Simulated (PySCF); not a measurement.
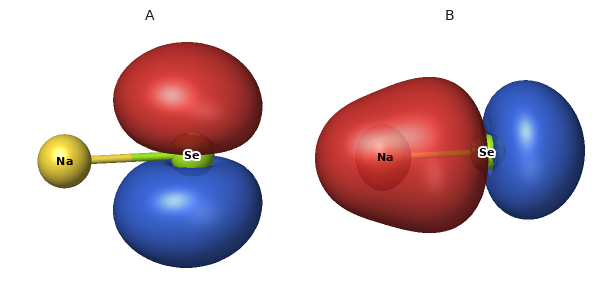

*NaSe (charge −1). Two frontier orbitals, each drawn at the value that holds 80 % of its norm (blue and red are the two phases), in no order; of a degenerate pair one member is drawn.*

Computed with PBE0/aug-pcseg-1, non-relativistic, at a bond length of 2.543 Å (PySCF).

### Label each orbital by symmetry, say whether it is occupied, and order them by energy.

Orbital B: σ, occupied, −0.43 eV; mainly on Se (75 %).
Orbital A: π, occupied, 0.17 eV; mainly on Se (90 %).
